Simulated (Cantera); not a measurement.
Feed: 1 mol SiH2Cl2, 0.077 mol HCl, a varied amount of H2, equilibrated at 1952 °C and 6.30 mbar.

These are equilibrium values from Cantera (NASA tables, ideal gas, pure condensed phases), not measurements of a reactor. Candidate condensed phases: Si; 19 gas species. The tables' values for SiCl, SiCl3 are old estimates; treat these amounts as uncertain. Gases not in the tables: Si2H6 and higher silanes. Rates play no part.

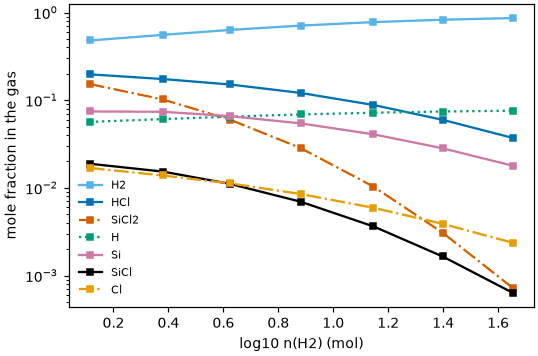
Figure. Equilibrium gas composition (values under 1e-9 drawn at 1e-9)

Q: Read off the mole fractions at 14 mol H2.

A: H2 about 0.78, HCl about 0.088, H about 0.072, Si about 0.041, SiCl2 about 0.010, Cl about 0.0059, SiCl about 0.0036.
